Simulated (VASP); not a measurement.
# ZrH2: convergence with the SCF threshold and plane-wave cutoff, part 2 of 3

How sensitive are energy and pressure of ZrH2 to the SCF threshold and plane-wave cutoff? The series runs use PBEsol. The start is a computed cell from the Materials Project.

VASP 6.6.1; PBEsol; plane waves and PAW (Zr_sv, H).

So far. Step 7 (SCF threshold: EDIFF = 1E-08): Against the run before the energy stays within 0.01 meV an atom and the pressure within 0.01 GPa, after 15 cycles in 9 s.

## 8. The SCF threshold series as a table

This step: convergence of PBEsol results with the threshold; plane waves and PAW (VASP 6.6.1).

No new run; the numbers come from the runs before.

Differences are taken from the run with EDIFF = 1E-08. Results of the series, by row:

| setting | status | energy less the reference (meV/atom) | pressure (GPa) | SCF cycles | wall time (s) |
| --- | --- | --- | --- | --- | --- |
| EDIFF = 0.01 | converged | 0.008443 | -5.868 | 8 | 7 |
| EDIFF = 0.001 | converged | -0.04039 | -5.58 | 9 | 7.2 |
| EDIFF = 1E-04 | converged | -4.30e-4 | -5.073 | 11 | 8.4 |
| EDIFF = 1E-05 | converged | -4.43e-4 | -5.069 | 11 | 8.4 |
| EDIFF = 1E-06 | converged | -1.33e-4 | -5.079 | 12 | 8.4 |
| EDIFF = 1E-08 | converged | 0 | -5.075 | 15 | 9 |

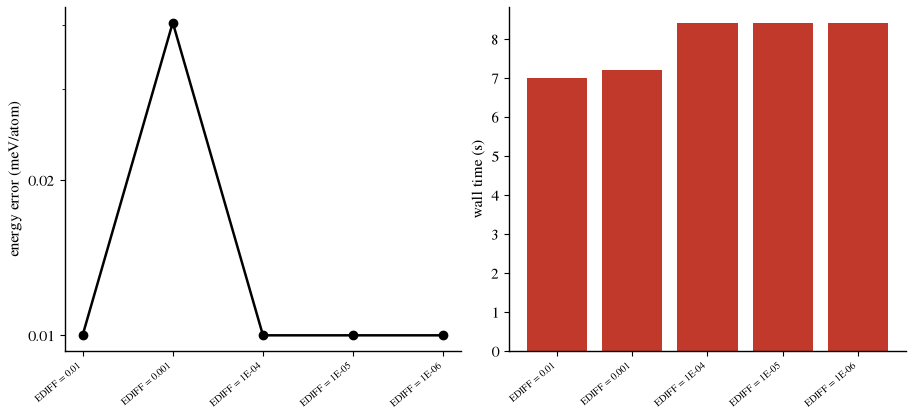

The energy error in size, against the reference run (errors under 0.01 are drawn at 0.01), and the wall time by setting.

## 9. Plane-wave cutoff: ENCUT = 150

This step: PBEsol; plane waves and PAW (Zr_sv, H) (VASP 6.6.1).

The basis grows with ENCUT, and energy and stress both move with it.

INCAR reads:

```
SYSTEM = ZrH2
PREC = Accurate
ENCUT = 150
EDIFF = 1E-06
NELM = 100
ISMEAR = -1
SIGMA = 0.05
LREAL = .FALSE.
ALGO = Normal
GGA = PS
NBANDS = 13
LASPH = .TRUE.
LORBIT = 11
LWAVE = .FALSE.
LCHARG = .FALSE.
KPAR = 4
ISIF = 2
```

POSCAR reads:

```
ZrH2
1.0
    0.0000000000      2.4092250000      2.4092250000
    2.4092250000      0.0000000000      2.4092250000
    2.4092250000      2.4092250000      0.0000000000
Zr H
1 2
Direct
    0.0000000000      0.0000000000      0.0000000000
    0.7500000000      0.7500000000      0.7500000000
    0.2500000000      0.2500000000      0.2500000000
```

KPOINTS reads:

```
Automatic mesh
0
Gamma
8 8 8
0 0 0
```

The projector-augmented-wave data sets are Zr_sv and H (PBE family, release 64).

The run is started by

```bash
> mpirun -np 4 vasp_std
```

Output:

```text
[... set-up lines as in an earlier step ...]
 entering main loop
       N       E                     dE             d eps       ncg     rms          rms(c)
DAV:   1     0.105062293319E+02    0.10506E+02   -0.37326E+03   909   0.419E+02
DAV:   2    -0.179726514599E+02   -0.28479E+02   -0.27866E+02   929   0.125E+02
DAV:   3    -0.183972492408E+02   -0.42460E+00   -0.42393E+00   930   0.131E+01
DAV:   4    -0.184016781923E+02   -0.44290E-02   -0.44287E-02   884   0.143E+00
DAV:   5    -0.184017530325E+02   -0.74840E-04   -0.74839E-04   902   0.164E-01    0.243E+01
DAV:   6    -0.169913743880E+02    0.14104E+01   -0.15058E+00   839   0.109E+01    0.110E+01
DAV:   7    -0.167452828045E+02    0.24609E+00   -0.89683E-01   889   0.772E+00    0.862E-01
DAV:   8    -0.167490003660E+02   -0.37176E-02   -0.41070E-02   874   0.181E+00    0.638E-01
DAV:   9    -0.167473503844E+02    0.16500E-02   -0.46461E-03   804   0.615E-01    0.712E-02
DAV:  10    -0.167473757089E+02   -0.25324E-04   -0.16585E-04   869   0.876E-02    0.590E-02
DAV:  11    -0.167473763734E+02   -0.66451E-06   -0.18690E-05   854   0.366E-02    0.628E-03
DAV:  12    -0.167473791703E+02   -0.27969E-05   -0.80854E-07   639   0.511E-03    0.426E-03
DAV:  13    -0.167473785510E+02    0.61925E-06   -0.86403E-08   422   0.246E-03
   1 F= -.16747379E+02 E0= -.16742504E+02  d E =-.974980E-02
```

Run time: 5 s. Hardware: 4 MPI ranks of AMD EPYC 7R43, shared host; peak memory 0.29 GiB; 14 s of CPU time.

From OUTCAR (step 9):

```text
   ENCUT  =  150.0 eV  11.02 Ry    3.32 a.u.   3.40  3.40  3.40*2*pi/ulx,y,z

   NELECT =      14.0000    total number of electrons

 E-fermi :   8.4092

 k-point     1 :       0.0000    0.0000    0.0000
  band No.  band energies     occupation
    ...
      5      -1.0510      2.00000
      6       7.3638      2.00000
      7       8.1413      1.99061
      8       8.1413      1.99061
      9       8.1413      1.99061
     10      10.7217      0.00000
     11      10.7217      0.00000
     12      19.6296      0.00000
     13      20.7027      0.00000

  Total      -22.7282158    -22.7282158    -22.7282158      0.0000000      0.0000000     -0.0000000
  in kB    -1302.0085857  -1302.0085857  -1302.0085857      0.0000000      0.0000000     -0.0000000
  external PRESSURE =   -1302.0085857 kB  Pullay stress =       0.0000000 kB

 POSITION                                       TOTAL-FORCE (eV/Angst)
 -----------------------------------------------------------------------------------
      0.00000      0.00000      0.00000         0.000000      0.000000      0.000000
      3.61384      3.61384      3.61384        -0.000000     -0.000000      0.000000
      1.20461      1.20461      1.20461         0.000000      0.000000     -0.000000
 -----------------------------------------------------------------------------------
    total drift:                               -0.000000     -0.000000      0.000000

  FREE ENERGIE OF THE ION-ELECTRON SYSTEM (eV)
  ---------------------------------------------------
  free  energy   TOTEN  =       -16.7473785510 eV

  energy  without entropy=      -16.7376287506  energy(sigma->0) =      -16.74250365

[... 5 parts as in an earlier step ...]

[... 11 further parts left out ...]
```

This step gave:

| Property | Result |
| --- | --- |
| electronic steps | 13 |
| free energy (TOTEN) | -16.75 eV |
| energy at zero smearing | -16.74 eV |
| Fermi energy | 8.409 eV |
| pressure | -130.2 GPa |

The series starts at -5.5808 eV an atom and -130.20 GPa, after 13 cycles in 5 s.

## 10. Plane-wave cutoff: ENCUT = 190

Changes to INCAR since step 9:

```diff
@@ -2,3 +2,3 @@
 PREC = Accurate
-ENCUT = 150
+ENCUT = 190
 EDIFF = 1E-06
```

POSCAR is that of step 9.

KPOINTS is that of step 9.

The run is started by

```bash
> mpirun -np 4 vasp_std
```

Output:

```text
[... set-up lines as in an earlier step ...]
 entering main loop
       N       E                     dE             d eps       ncg     rms          rms(c)
DAV:   1     0.198243445635E+02    0.19824E+02   -0.44302E+03   877   0.513E+02
DAV:   2    -0.180429483193E+02   -0.37867E+02   -0.36928E+02   954   0.158E+02
DAV:   3    -0.187540402926E+02   -0.71109E+00   -0.70770E+00  1008   0.171E+01
DAV:   4    -0.187634623985E+02   -0.94221E-02   -0.94210E-02   897   0.200E+00
[...]
DAV:  12    -0.174688743623E+02    0.65385E-05   -0.23316E-06   844   0.147E-02    0.246E-03
DAV:  13    -0.174688782313E+02   -0.38690E-05   -0.11998E-07   437   0.368E-03    0.346E-04
DAV:  14    -0.174688783280E+02   -0.96752E-07   -0.23759E-08   382   0.852E-04
   1 F= -.17468878E+02 E0= -.17463167E+02  d E =-.114234E-01
```

It took 5.6 s on 4 MPI ranks; peak memory 0.28 GiB.

OUTCAR, selected parts (step 10):

```text
  Total       -5.1700015     -5.1700015     -5.1700015      0.0000000     -0.0000000      0.0000000
  in kB     -296.1687076   -296.1687076   -296.1687076      0.0000000     -0.0000000      0.0000000
  external PRESSURE =    -296.1687076 kB  Pullay stress =       0.0000000 kB

 POSITION                                       TOTAL-FORCE (eV/Angst)
 -----------------------------------------------------------------------------------
      0.00000      0.00000      0.00000         0.000000     -0.000000     -0.000000
      3.61384      3.61384      3.61384        -0.000000      0.000000     -0.000000
      1.20461      1.20461      1.20461        -0.000000      0.000000      0.000000
 -----------------------------------------------------------------------------------
    total drift:                                0.000000     -0.000000     -0.000000

  FREE ENERGIE OF THE ION-ELECTRON SYSTEM (eV)
  ---------------------------------------------------
  free  energy   TOTEN  =       -17.4688783280 eV

  energy  without entropy=      -17.4574549323  energy(sigma->0) =      -17.46316663

[... 1 part as in an earlier step ...]

[... 2 further parts left out ...]
[key lines of the parts left out:]
E-fermi :   8.3183
```

Against the run before the energy moves by -240.22 meV an atom and the pressure by +100.58 GPa, after 14 cycles in 5.6 s.

## 11. Plane-wave cutoff: ENCUT = 220

Changes to INCAR since step 10:

```diff
@@ -2,3 +2,3 @@
 PREC = Accurate
-ENCUT = 190
+ENCUT = 220
 EDIFF = 1E-06
```

POSCAR is that of step 10.

KPOINTS is that of step 10.

The run is started by

```bash
> mpirun -np 4 vasp_std
```

Output:

```text
[... set-up lines as in an earlier step ...]
 entering main loop
       N       E                     dE             d eps       ncg     rms          rms(c)
DAV:   1     0.332895935851E+02    0.33290E+02   -0.47608E+03   812   0.576E+02
DAV:   2    -0.177250897928E+02   -0.51015E+02   -0.49767E+02   929   0.183E+02
DAV:   3    -0.187710921215E+02   -0.10460E+01   -0.10402E+01  1051   0.219E+01
DAV:   4    -0.187881214137E+02   -0.17029E-01   -0.17028E-01   886   0.284E+00
[...]
DAV:  11    -0.174850447945E+02   -0.31031E-05   -0.91020E-06   941   0.218E-02    0.624E-03
DAV:  12    -0.174850476730E+02   -0.28785E-05   -0.91477E-07   735   0.666E-03    0.556E-04
DAV:  13    -0.174850484167E+02   -0.74364E-06   -0.15452E-07   412   0.231E-03
   1 F= -.17485048E+02 E0= -.17479198E+02  d E =-.117005E-01
```

Run time: 5.4 s. Hardware: 4 MPI ranks; peak memory 0.28 GiB; 16 s of CPU time.

From OUTCAR (step 11):

```text
  Total       -2.1273313     -2.1273313     -2.1273313      0.0000000      0.0000000      0.0000000
  in kB     -121.8663032   -121.8663032   -121.8663032      0.0000000      0.0000000      0.0000000
  external PRESSURE =    -121.8663032 kB  Pullay stress =       0.0000000 kB

 POSITION                                       TOTAL-FORCE (eV/Angst)
 -----------------------------------------------------------------------------------
      0.00000      0.00000      0.00000        -0.000000      0.000000     -0.000000
      3.61384      3.61384      3.61384         0.000000     -0.000000     -0.000000
      1.20461      1.20461      1.20461        -0.000000      0.000000      0.000000
 -----------------------------------------------------------------------------------
    total drift:                                0.000000     -0.000000     -0.000000

  FREE ENERGIE OF THE ION-ELECTRON SYSTEM (eV)
  ---------------------------------------------------
  free  energy   TOTEN  =       -17.4850484167 eV

  energy  without entropy=      -17.4733479493  energy(sigma->0) =      -17.47919818

[... 1 part as in an earlier step ...]

[... 2 further parts left out ...]
[key lines of the parts left out:]
E-fermi :   8.3067
```

Against the run before the energy moves by -5.34 meV an atom and the pressure by +17.43 GPa, after 13 cycles in 5.4 s.

## 12. Plane-wave cutoff: ENCUT = 250

Changes to INCAR since step 11:

```diff
@@ -2,3 +2,3 @@
 PREC = Accurate
-ENCUT = 220
+ENCUT = 250
 EDIFF = 1E-06
```

POSCAR is that of step 11.

KPOINTS is that of step 11.

The run is started by

```bash
> mpirun -np 4 vasp_std
```

Output:

```text
[... set-up lines as in an earlier step ...]
 entering main loop
       N       E                     dE             d eps       ncg     rms          rms(c)
DAV:   1     0.361823184826E+02    0.36182E+02   -0.51920E+03   778   0.625E+02
DAV:   2    -0.175535498443E+02   -0.53736E+02   -0.52217E+02   949   0.192E+02
DAV:   3    -0.188347529327E+02   -0.12812E+01   -0.12728E+01  1033   0.241E+01
DAV:   4    -0.188607856839E+02   -0.26033E-01   -0.26030E-01   867   0.370E+00
[...]
DAV:  11    -0.175319513287E+02   -0.54151E-05   -0.12361E-05  1106   0.298E-02    0.270E-03
DAV:  12    -0.175319531512E+02   -0.18226E-05   -0.40063E-07   529   0.454E-03    0.992E-04
DAV:  13    -0.175319532719E+02   -0.12068E-06   -0.10308E-07   407   0.195E-03
   1 F= -.17531953E+02 E0= -.17526112E+02  d E =-.116830E-01
```

Elapsed: 6.6 s, on 4 MPI ranks; peak memory 0.33 GiB; 20 s of CPU time.

Parts of OUTCAR (step 12):

```text
  Total       -1.2810554     -1.2810554     -1.2810554      0.0000000     -0.0000000     -0.0000000
  in kB      -73.3865429    -73.3865429    -73.3865429      0.0000000     -0.0000000     -0.0000000
  external PRESSURE =     -73.3865429 kB  Pullay stress =       0.0000000 kB

 POSITION                                       TOTAL-FORCE (eV/Angst)
 -----------------------------------------------------------------------------------
      0.00000      0.00000      0.00000         0.000000      0.000000     -0.000000
      3.61384      3.61384      3.61384        -0.000000     -0.000000     -0.000000
      1.20461      1.20461      1.20461         0.000000      0.000000      0.000000
 -----------------------------------------------------------------------------------
    total drift:                                0.000000      0.000000      0.000000

  FREE ENERGIE OF THE ION-ELECTRON SYSTEM (eV)
  ---------------------------------------------------
  free  energy   TOTEN  =       -17.5319532719 eV

  energy  without entropy=      -17.5202703180  energy(sigma->0) =      -17.52611179

[... 1 part as in an earlier step ...]

[... 2 further parts left out ...]
[key lines of the parts left out:]
E-fermi :   8.3017
```

Against the run before the energy moves by -15.64 meV an atom and the pressure by +4.85 GPa, after 13 cycles in 6.6 s.

## 13. Plane-wave cutoff: ENCUT = 290

Changes to INCAR since step 12:

```diff
@@ -2,3 +2,3 @@
 PREC = Accurate
-ENCUT = 250
+ENCUT = 290
 EDIFF = 1E-06
```

POSCAR is that of step 12.

KPOINTS is that of step 12.

The run is started by

```bash
> mpirun -np 4 vasp_std
```

Output:

```text
[... set-up lines as in an earlier step ...]
 entering main loop
       N       E                     dE             d eps       ncg     rms          rms(c)
DAV:   1     0.486857059211E+02    0.48686E+02   -0.56725E+03   791   0.699E+02
DAV:   2    -0.173427371263E+02   -0.66028E+02   -0.64110E+02   924   0.214E+02
DAV:   3    -0.188726846516E+02   -0.15299E+01   -0.15208E+01  1126   0.279E+01
DAV:   5    -0.189005873192E+02   -0.58098E-03   -0.58098E-03  1103   0.346E-01    0.169E+01
[...]
DAV:  11    -0.175438510491E+02   -0.67157E-05   -0.13764E-05  1076   0.333E-02    0.251E-03
DAV:  12    -0.175438524715E+02   -0.14223E-05   -0.40917E-07   557   0.454E-03    0.930E-04
DAV:  13    -0.175438526536E+02   -0.18217E-06   -0.79797E-08   437   0.173E-03
   1 F= -.17543853E+02 E0= -.17538003E+02  d E =-.116984E-01
```

Run time: 7 s. Hardware: 4 MPI ranks; peak memory 0.33 GiB.

From OUTCAR (step 13):

```text
  Total       -1.1221789     -1.1221789     -1.1221789      0.0000000     -0.0000000      0.0000000
  in kB      -64.2851394    -64.2851394    -64.2851394      0.0000000     -0.0000000      0.0000000
  external PRESSURE =     -64.2851394 kB  Pullay stress =       0.0000000 kB

 POSITION                                       TOTAL-FORCE (eV/Angst)
 -----------------------------------------------------------------------------------
      0.00000      0.00000      0.00000         0.000000      0.000000     -0.000000
      3.61384      3.61384      3.61384        -0.000000     -0.000000     -0.000000
      1.20461      1.20461      1.20461         0.000000      0.000000      0.000000
 -----------------------------------------------------------------------------------
    total drift:                               -0.000000     -0.000000      0.000000

  FREE ENERGIE OF THE ION-ELECTRON SYSTEM (eV)
  ---------------------------------------------------
  free  energy   TOTEN  =       -17.5438526536 eV

  energy  without entropy=      -17.5321542830  energy(sigma->0) =      -17.53800347

[... 1 part as in an earlier step ...]

[... 2 further parts left out ...]
[key lines of the parts left out:]
E-fermi :   8.2990
```

Against the run before the energy moves by -3.96 meV an atom and the pressure by +0.91 GPa, after 13 cycles in 7 s.

## 14. Plane-wave cutoff: ENCUT = 320

Changes to INCAR since step 13:

```diff
@@ -2,3 +2,3 @@
 PREC = Accurate
-ENCUT = 290
+ENCUT = 320
 EDIFF = 1E-06
```

POSCAR is that of step 13.

KPOINTS is that of step 13.

The run is started by

```bash
> mpirun -np 4 vasp_std
```

Output:

```text
[... set-up lines as in an earlier step ...]
 entering main loop
       N       E                     dE             d eps       ncg     rms          rms(c)
DAV:   1     0.558008926818E+02    0.55801E+02   -0.57677E+03   754   0.737E+02
DAV:   2    -0.168208121940E+02   -0.72622E+02   -0.70571E+02   924   0.226E+02
DAV:   3    -0.188741911874E+02   -0.20534E+01   -0.20374E+01  1046   0.322E+01
DAV:   4    -0.189183915268E+02   -0.44200E-01   -0.44192E-01   897   0.474E+00
[...]
DAV:  11    -0.175505159742E+02   -0.76927E-05   -0.15248E-05  1038   0.361E-02    0.287E-03
DAV:  12    -0.175505175838E+02   -0.16096E-05   -0.49345E-07   633   0.515E-03    0.910E-04
DAV:  13    -0.175505178712E+02   -0.28743E-06   -0.76589E-08   437   0.178E-03
   1 F= -.17550518E+02 E0= -.17544659E+02  d E =-.117177E-01
```

Run time: 7.4 s. Hardware: 4 MPI ranks; peak memory 0.36 GiB.

OUTCAR, selected parts (step 14):

```text
  Total       -1.0938106     -1.0938106     -1.0938106     -0.0000000      0.0000000     -0.0000000
  in kB      -62.6600349    -62.6600349    -62.6600349     -0.0000000      0.0000000     -0.0000000
  external PRESSURE =     -62.6600349 kB  Pullay stress =       0.0000000 kB

 POSITION                                       TOTAL-FORCE (eV/Angst)
 -----------------------------------------------------------------------------------
      0.00000      0.00000      0.00000         0.000000      0.000000      0.000000
      3.61384      3.61384      3.61384        -0.000000     -0.000000     -0.000000
      1.20461      1.20461      1.20461         0.000000     -0.000000      0.000000
 -----------------------------------------------------------------------------------
    total drift:                               -0.000000     -0.000000     -0.000000

  FREE ENERGIE OF THE ION-ELECTRON SYSTEM (eV)
  ---------------------------------------------------
  free  energy   TOTEN  =       -17.5505178712 eV

  energy  without entropy=      -17.5388001420  energy(sigma->0) =      -17.54465901

[... 1 part as in an earlier step ...]

[... 2 further parts left out ...]
[key lines of the parts left out:]
E-fermi :   8.2969
```

Against the run before the energy moves by -2.22 meV an atom and the pressure by +0.16 GPa, after 13 cycles in 7.4 s.

## 15. Plane-wave cutoff: ENCUT = 400

Changes to INCAR since step 14:

```diff
@@ -2,3 +2,3 @@
 PREC = Accurate
-ENCUT = 320
+ENCUT = 400
 EDIFF = 1E-06
```

POSCAR is that of step 14.

KPOINTS is that of step 14.

The run is started by

```bash
> mpirun -np 4 vasp_std
```

Output:

```text
[... set-up lines as in an earlier step ...]
 entering main loop
       N       E                     dE             d eps       ncg     rms          rms(c)
[... 12 cycles as in an earlier step ...]
   1 F= -.17569371E+02 E0= -.17563515E+02  d E =-.117106E-01
```

Elapsed: 9.4 s, on 4 MPI ranks; peak memory 0.38 GiB.

OUTCAR, selected parts (step 15):

```text
[... 6 parts as in an earlier step ...]

[... 1 further part left out ...]
[key lines of the parts left out:]
E-fermi :   8.2920
```

Against the run before the energy moves by -6.29 meV an atom and the pressure by +1.19 GPa, after 12 cycles in 9.4 s.

(Part 2 of 3 ends here.)

[Lines on the potential files, build, host, timing and source positions are cut from VASP's logs without a mark.]

[Logs are printed without paths, hosts, clocks, repeated set-up lines and the standing remarks that a program may print on its own settings, such as how far it seeks lower states.]

[Hosts, paths, dates, database ids (printed as entryN), source tags and the programs' standing remarks are cut or masked in the printed files.]

[A measured line is paired with the nearest computed mode of its activity, which favours agreement.]
